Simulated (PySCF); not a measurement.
## A study: C3H3NO, SMILES `c1cocn1`

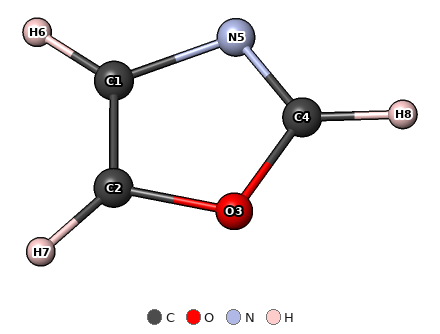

The molecule, with its atoms numbered as below. No frequency check shows the geometry to be a minimum.

Coordinates in Å:

```
C1       0.9410   -0.6638    0.0000
C2       0.8839    0.6940    0.0000
O3      -0.4169    1.0535    0.0000
C4      -1.0875   -0.1027    0.0000
N5      -0.3345   -1.1507    0.0000
H6       1.7880   -1.3169    0.0000
H7       1.6235    1.4670    0.0000
H8      -2.1586   -0.0882    0.0000
```

Part 1: Bonding charge

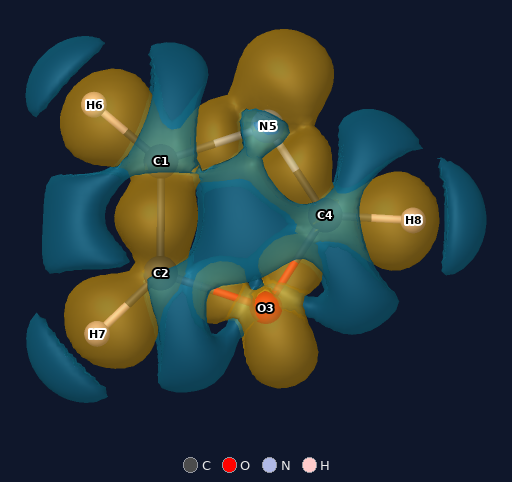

Deformation density (molecule less spherical, spin-averaged free atoms at the same positions), surfaces at ±0.04 e/Å³; yellow: gain, teal: loss.

Level of theory: B3LYP/6-311+G** (PySCF), at a geometry from GFN2-xTB.

**Describe the bonding that the map shows.**

C4–H8: +0.80 e/Å³ at the bond critical point (bond length 1.07 Å). C2–H7: +0.78 e/Å³ at the bond critical point (bond length 1.07 Å). C1–H6: +0.77 e/Å³ at the bond critical point (bond length 1.07 Å). C1–C2: +0.69 e/Å³ at the bond critical point (bond length 1.36 Å). C4–N5: +0.66 e/Å³ at the bond critical point (bond length 1.29 Å). C1–N5: +0.44 e/Å³ at the bond critical point (bond length 1.36 Å). O3–C4: +0.15 e/Å³ at the bond critical point (bond length 1.34 Å). C2–O3: +0.08 e/Å³ at the bond critical point (bond length 1.35 Å); up to 0.6 Å beside the axis the gain reaches +0.41 e/Å³. In all, 1.9 electrons gather in the regions of gain relative to the promolecule. A small or negative value marks a very polar bond, one between electron-rich atoms, whose free-atom densities already overlap strongly, a long bond to a heavier atom, or a closed-shell contact such as a hydrogen bond.

**Where do the Hirshfeld charges lie?**

The highest Hirshfeld charge is on C4 (+0.09 e), the lowest on N5 (−0.20 e).

| atom | charge (e) |
| --- | --- |
| C1 | −0.03 |
| C2 | +0.01 |
| O3 | −0.07 |
| C4 | +0.09 |
| N5 | −0.20 |
| H6 | +0.06 |
| H7 | +0.07 |
| H8 | +0.08 |

Part 2: Local ionisation energy

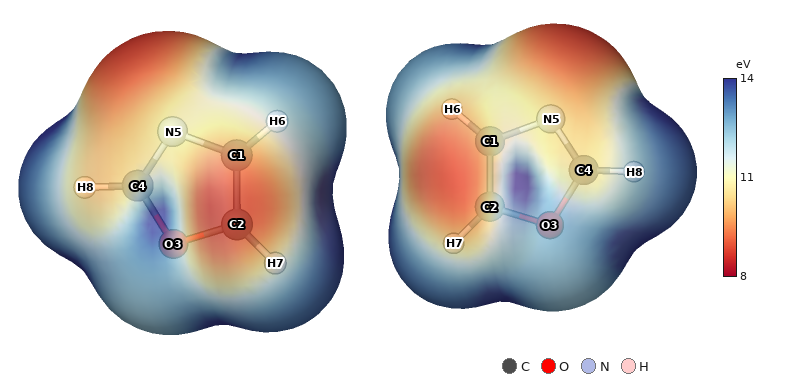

Average local ionisation energy on the surface of electron density 0.001 a.u. (back view left, front view right).

**Where are the most loosely bound electrons on this surface?**

The lowest value is 8.7 eV, 2.0 Å from N5. Further minima include 8.8 eV, off the C1–C2 bond (2.1 to 2.3 Å from its atoms), and at like points elsewhere. For comparison, the highest occupied orbital lies at −7.2 eV.

Part 3: Removing or adding an electron

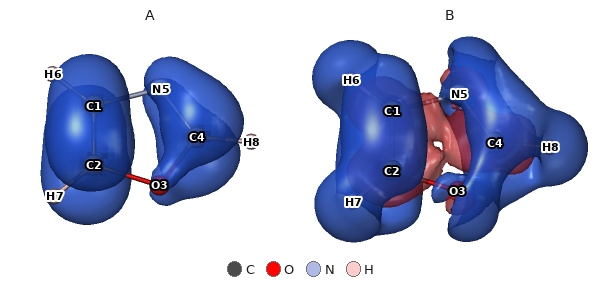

The Fukui function f⁻ from two separate SCF calculations and the density of the HOMO, at ±0.015 e/Å³ (blue positive, red negative).

Computed with PySCF, BP86/def2-TZVP, geometry: GFN2-xTB.

**Which panel is which, and how good is the frozen-orbital picture?**

B is f⁻ (it has negative regions), A the HOMO density. The HOMO lies on C2 (33 %), C1 (24 %) and C4 (22 %); f⁻ (Hirshfeld-condensed) is largest on C2 (0.21), C1 (0.17) and C4 (0.17); the vertical ionisation energy is 9.73 eV (the stability of the cation's solution wasn't checked). Relaxation shifts 23 % of the electron between atoms. The orbital energy is −6.32 eV.

Part 4: The π system

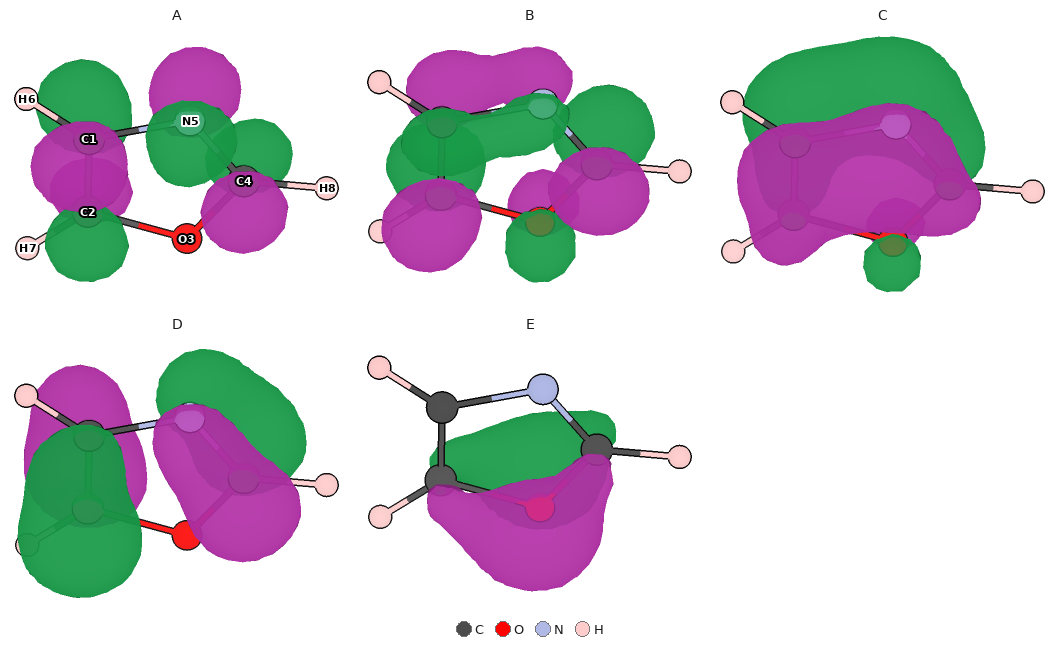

Natural orbitals of the π active space, CASSCF(6,5), singlet state, in random order.

PySCF calculation, aug-cc-pVDZ basis, gas phase; geometry: GFN2-xTB.

**Which orbitals are strongly, which singly and which weakly occupied?**

Strongly: E (1.99), C (1.95), D (1.91). Weakly: B (0.08), A (0.06). Broadly, orbitals with more nodes between bonded atoms hold fewer electrons.

**How multiconfigurational is the state?**

The leading determinant weighs 0.93; the effective number of unpaired electrons, Σ n²(2−n)², is 0.08; the most occupied of the weakly occupied orbitals holds 0.08 e, as in an ordinary closed-shell π system. The active space lowers the energy by 1.49 eV against Hartree–Fock.

**Where does the lowest triplet lie relative to the singlet, at this geometry and within this active space?**

4.70 eV above it by strongly contracted NEVPT2 (+4.23 eV by CASSCF); a small basis tends to put such gaps a few tenths of an eV too high. This is a vertical energy for π states alone; a state that uses lone pairs or σ orbitals may lie lower.
